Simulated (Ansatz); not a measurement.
## Effect of 2 layers on ZnS

The parent structure is ZnS in the wurtzite structure (space group P6_3mc, No. 186; a = 3.782 Å, c = 6.208 Å). Axes: x lies along a and z along c of the hexagonal cell.

The change: a free-standing slab of 2 layers (8 atoms, 4 a layer) is cut normal to the y axis, with 15 Å of vacuum and the in-plane cell held at bulk.

Calculations: Kohn–Sham DFT with the PBEsol functional, run in Ansatz (a program for electronic structure) with PAW and 420 eV plane waves, scalar-relativistic without spin-orbit coupling. Settings: 9×6×1 k-points, 0.05 eV Fermi–Dirac smearing, for the changed cell.

```tsv
quantity	base	changed	shift
layer's space group (with vacuum)	–	Pmc2_1 (No. 26)	–
shortest interatomic distance	2.319 Å	2.203 Å	-0.116 Å
band gap	2.15 eV	2.37 eV	+0.22 eV
gap character	–	direct at Γ	–
valence-band top at Γ (three highest levels, from the VBM)	0.00, 0.00, -0.09 eV	0.00, -0.44, -0.45 eV	–
excess energy per area of both faces (slab less bulk energy over the cell's area: twice a surface energy)	–	0.93 J/m²	–
thickness between the outermost nuclei	–	4.72 Å	–
change of the spacing d12 from its bulk value of 1.092 Å	–	-22.2 %	–
change of the spacing d23 from its bulk value of 2.184 Å	–	+4.8 %	–
```

Final structure:

```
CELL_PARAMETERS angstrom
      3.78216     0.00000     0.00000
      0.00000     6.20766     0.00000
      0.00000     0.00000    19.36726
ATOMIC_POSITIONS crystal
  Zn 0.50000 0.03843 0.41600
  S  0.50000 0.37297 0.37805
  Zn 0.00000 0.47850 0.43536
  S  0.00000 0.85970 0.44645
  Zn 0.00000 0.97850 0.56464
  S  0.00000 0.35970 0.55355
  Zn 0.50000 0.53843 0.58400
  S  0.50000 0.87297 0.62195
```

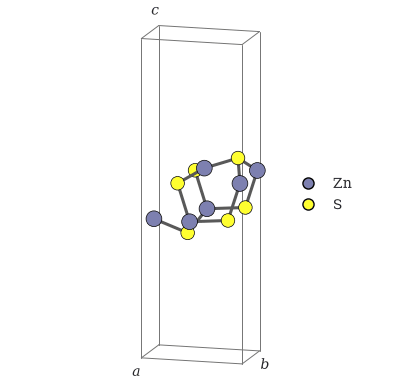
Fig. 1. The relaxed cell after the change

Slab and bulk use different k-meshes, which limits the precision of the excess energy. Whether these cells are dynamically stable was not tested. Labels are those of the standard path for the cell's own space group.
